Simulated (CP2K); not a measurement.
# MNDO run of SiO2 (silicon dioxide molecule)

What is the vertical singlet–triplet gap of SiO2 (silicon dioxide molecule) at MNDO? 

The results are computed with CP2K 2026.2.

2 further runs of the same task are left out: 2 set aside as unsound or not needed.

**1. The structure to begin with**

SiO2: 3 atoms, total charge 0, spin state singlet. SMILES: `O=[Si]=O`. The shape is that of a GFN2-xTB optimisation.

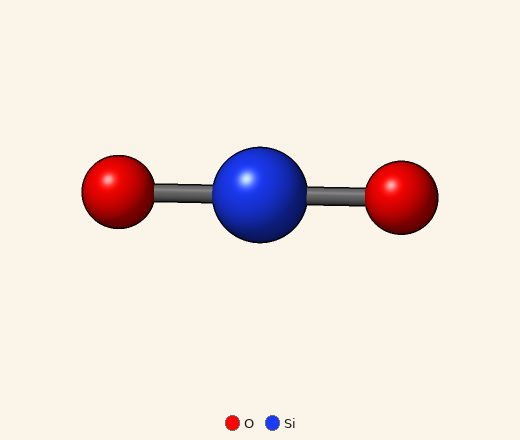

The structure, seen from a chosen angle (oxygen red, silicon blue).

**2. The energy at MNDO**

Input file calc.inp:

```
&GLOBAL
  PROJECT_NAME calc
  RUN_TYPE ENERGY
  PRINT_LEVEL MEDIUM
&END GLOBAL
&FORCE_EVAL
  METHOD QUICKSTEP
  &DFT
    CHARGE 0
    MULTIPLICITY 1
    ! Quickstep
    &QS
      METHOD MNDO
      EPS_DEFAULT 1.0E-10
      &SE
        &COULOMB
          CUTOFF [angstrom] 50
          RC_RANGE [angstrom] 0
        &END COULOMB
        &EXCHANGE
          CUTOFF [angstrom] 50
          RC_RANGE [angstrom] 0
        &END EXCHANGE
      &END SE
    &END QS
    ! no periodic images
    &POISSON
      PERIODIC NONE
      POISSON_SOLVER ANALYTIC
    &END POISSON
    &SCF
      SCF_GUESS ATOMIC
      EPS_SCF 1.0E-07
      MAX_SCF 50
      &OT ON
        MINIMIZER DIIS
        PRECONDITIONER FULL_ALL
      &END OT
      &OUTER_SCF
        EPS_SCF 1.0E-07
        MAX_SCF 10
      &END OUTER_SCF
    &END SCF
    ! extra output
    &PRINT
      &MOMENTS
        PERIODIC F
        REFERENCE COM
        MAX_MOMENT 1
      &END MOMENTS
      &MO_CUBES
        NLUMO 3
        NHOMO -1
        WRITE_CUBE F
      &END MO_CUBES
      &HIRSHFELD OFF
      &END HIRSHFELD
    &END PRINT
  &END DFT
  ! structure
  &SUBSYS
    &CELL
      ABC [angstrom] 9.4 10.4 9
      PERIODIC NONE
    &END CELL
    &COORD
      O      0.691230     1.217290     0.513740
      Si    -0.000730     0.000440    -0.000160
      O     -0.690510    -1.217740    -0.513580
    &END COORD
    &TOPOLOGY
      &CENTER_COORDINATES
      &END CENTER_COORDINATES
    &END TOPOLOGY
  &END SUBSYS
&END FORCE_EVAL
```

Command:

```
OMP_NUM_THREADS=1 cp2k.psmp -i calc.inp -o calc.out
```

Log:

```text
CP2K| version string:                                       CP2K version 2026.2
[...]
 GLOBAL| Method name                                                        CP2K
[...]
 GLOBAL| Run type                                                         ENERGY
[...]
                             - Atoms:                                          3
[...]
                             - Spherical basis functions:                     12
[...]
 Number of electrons:                                                         16
[...]
     1 OT DIIS     0.15E+00    0.0     0.36077042       -24.6257404240 -2.46E+01
[...]
    47 OT DIIS     0.15E+00    0.0     0.00000009       -26.8054468351 -3.91E-13
  *** SCF run converged in    47 steps ***
  Core-core repulsion energy [eV]:                            543.72709009053676
  Core Hamiltonian energy [eV]:                             -1243.40372579480800
  Two-electron integral energy [eV]:                          -59.47333514617942
  Electronic energy [eV]:                                   -1273.14039336789756
  Total energy [eV]:                                         -729.41330327736091
  Atomic reference energy [eV]:                               728.44211384564016
  Heat of formation [kcal/mol]:                               -22.39616211847590
[...]
 SE_DIPOLE| Moment [Debye]          0.00760403      -0.00445693       0.00171415
 SE_DIPOLE| Derivative [a.u.]       0.00000000       0.00000000       0.00000000
 *** WARNING in qs_scf_post_se.F:140 :: Printing of MO cube files not ***
 *** implemented for Semi-Empirical method.                           ***
 ENERGY| Total FORCE_EVAL ( QS ) energy [hartree]            -26.805446835134646
[...]
```

Wall time 1.6 s (1 thread of Intel Xeon Platinum 8488C (Sapphire Rapids), shared host); peak memory 0.19 GiB.

**3. The triplet at the same level**

Input file qs.inp:

```
&FORCE_EVAL
 METHOD Quickstep
 &DFT
  MULTIPLICITY 3
  UKS T
  &QS
   METHOD MNDO
   EPS_DEFAULT 1.0E-10
   &SE
    &COULOMB
     CUTOFF [angstrom] 50
     RC_RANGE [angstrom] 0
    &END COULOMB
    &EXCHANGE
     CUTOFF [angstrom] 50
     RC_RANGE [angstrom] 0
    &END EXCHANGE
   &END SE
  &END QS
  &POISSON
   PERIODIC NONE
   POISSON_SOLVER ANALYTIC
  &END POISSON
  &SCF
   SCF_GUESS ATOMIC
   EPS_SCF 1.0E-07
   MAX_SCF 40
   &OT
    MINIMIZER DIIS
    PRECONDITIONER FULL_SINGLE_INVERSE
   &END OT
   &OUTER_SCF
    EPS_SCF 1.0E-07
    MAX_SCF 8
   &END OUTER_SCF
  &END SCF
  &PRINT
   &MOMENTS
    PERIODIC F
    REFERENCE COM
    MAX_MOMENT 1
   &END MOMENTS
   &MO_CUBES
    NLUMO 3
    NHOMO -1
    WRITE_CUBE F
   &END MO_CUBES
   &HIRSHFELD OFF
   &END HIRSHFELD
  &END PRINT
 &END DFT
 &SUBSYS
  &CELL
   ABC 9.4 10.4 9
   PERIODIC NONE
  &END CELL
  &COORD
   O      0.691230     1.217290     0.513740
   Si    -0.000730     0.000440    -0.000160
   O     -0.690510    -1.217740    -0.513580
  &END COORD
  &TOPOLOGY
   &CENTER_COORDINATES
   &END CENTER_COORDINATES
  &END TOPOLOGY
 &END SUBSYS
&END FORCE_EVAL

&GLOBAL
 PROJECT_NAME qs
 RUN_TYPE ENERGY
 PRINT_LEVEL MEDIUM
&END GLOBAL
```

Command:

```
OMP_NUM_THREADS=1 cp2k.psmp -i qs.inp > qs.out 2>&1
```

Log:

```text
CP2K| version string:                                       CP2K version 2026.2
[...]
 GLOBAL| Method name                                                        CP2K
[...]
 GLOBAL| Run type                                                         ENERGY
[...]
                             - Atoms:                                          3
[...]
                             - Spherical basis functions:                     12
[...]
 Number of electrons:                                                          9
[...]
     1 OT DIIS     0.80E-01    0.0     0.25423528       -24.6764916703 -2.47E+01
[...]
     5 OT DIIS     0.80E-01    0.0     0.00000010       -26.7086757097 -2.66E-12
  *** SCF run converged in     5 steps ***
  Core-core repulsion energy [eV]:                            543.72709009053676
  Core Hamiltonian energy [eV]:                             -1225.86275867039058
  Two-electron integral energy [eV]:                          -89.28871691270284
  Electronic energy [eV]:                                   -1270.50711712674206
  Total energy [eV]:                                         -726.78002703620541
  Atomic reference energy [eV]:                               728.44211384564016
  Heat of formation [kcal/mol]:                                38.32863540650953
[...]
 SE_DIPOLE| Moment [Debye]         -0.58093537      -1.00752116      -0.42821527
 SE_DIPOLE| Derivative [a.u.]       0.00000000       0.00000000       0.00000000
 *** WARNING in qs_scf_post_se.F:140 :: Printing of MO cube files not ***
 *** implemented for Semi-Empirical method.                           ***
 ENERGY| Total FORCE_EVAL ( QS ) energy [hartree]            -26.708675709673450
[...]
```

Run time: 2.9 s. Hardware: 1 thread of Intel Xeon Platinum 8488C (Sapphire Rapids), shared host; peak memory 0.19 GiB.

**4. Outcome**

Level: MNDO.

| quantity | value |
| --- | --- |
| singlet: total energy | -26.80545 Eh |
| singlet: dipole moment | 0.01 D |
| singlet: heat of formation | -22.4 kcal/mol |
| triplet: total energy | -26.70868 Eh |
| triplet: dipole moment | 1.24 D |
| triplet: heat of formation | 38.3 kcal/mol |
| vertical energy of the triplet above the singlet | 2.633 eV |

**Reading.** At this shape the triplet lies 2.63 eV (61 kcal/mol) above the singlet. The shape has a centre of inversion, so the dipole (triplet) should vanish: the solution has broken the symmetry.
